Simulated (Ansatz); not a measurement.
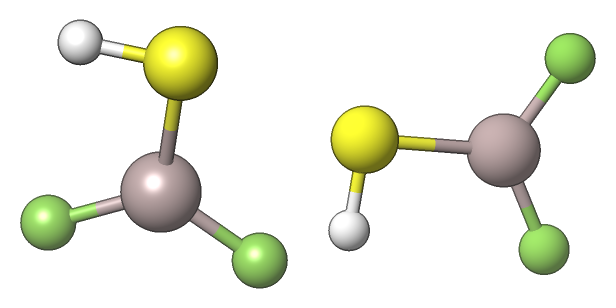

Both panels show the same species. Colours: fluorine green, aluminium light grey, sulfur yellow, hydrogen white.

What is the molecular formula?

AlF2HS, 5 atoms: 1 aluminium, 2 fluorine, 1 hydrogen and 1 sulfur.

How many bonds of each kind are drawn?

2 Al–F, 1 Al–S, 1 S–H.

What is the point group of this geometry?

Cs.

How many sets of symmetry-equivalent atoms are there?

5: 1 F, 1 Al, 1 F, 1 S, 1 H.

The parts below concern this one geometry. Atoms keep their numbers from picture to picture. Computed geometry: PBE0-D4/def2-TZVP optimisation.

## Geometry

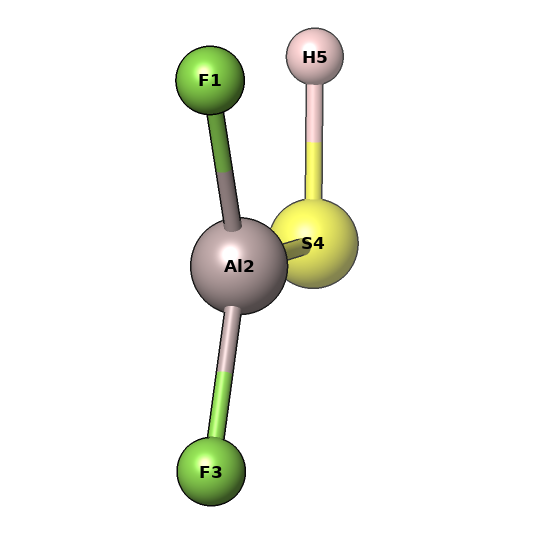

S4 lies behind Al2. The molecule seen a little off the Al2–S4 bond, Al2 in front. Atoms fade into the background with distance from the viewer.

What is the torsion angle F1–Al2–S4–H5? The sign is positive where the front bond must turn clockwise to cover the back bond.

0°, synperiplanar (eclipsed).

## Vibrations

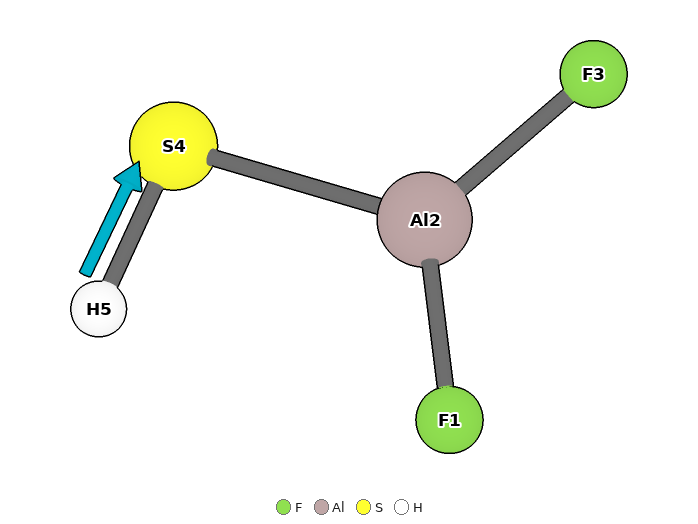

The arrows show one normal mode. Harmonic vibrations computed with RKS PBE0-D4/def2-TZVP (Ansatz 0.2.0) at a stationary point of the same level.

Describe the motion.

Mostly S–H stretching.

At what wavenumber does it lie?

2704 cm⁻¹; it is mode 9 of 9 counted from the lowest.

## Levels of theory compared

Program: Ansatz 0.2.0.

Compare dipole (D), HOMO energy (eV) at these levels: B3LYP-D4/def2-TZVPP; PBE-D4/def2-TZVPP; r2SCAN-D4/def2-TZVPP; ωB97M-V/def2-TZVPP.

```
               level  dipole (D)  HOMO energy (eV)
 B3LYP-D4/def2-TZVPP        1.34             −8.09
   PBE-D4/def2-TZVPP        1.32             −7.11
r2SCAN-D4/def2-TZVPP        1.29             −7.40
  ωB97M-V/def2-TZVPP        1.28            −10.54
```

## Charges

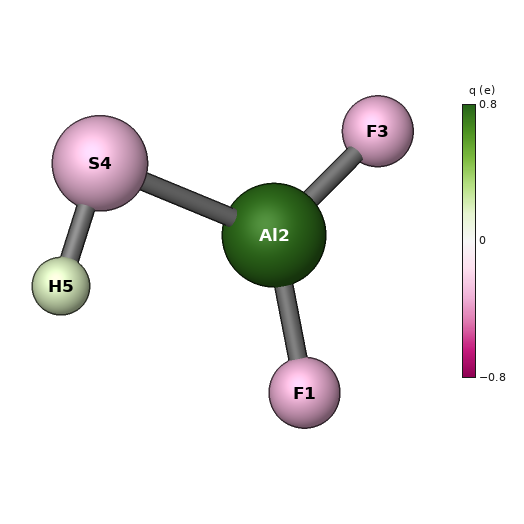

Atoms are coloured by their Mulliken charges. Level of theory: RKS PBE0-D4/def2-TZVP (Ansatz 0.2.0).

List the Mulliken charges.

```csv
atom,value (e)
F1,−0.33
Al2,0.76
F3,−0.32
S4,−0.31
H5,0.19
```

Mulliken values depend strongly on the basis set and can even reverse the polarity of a bond.
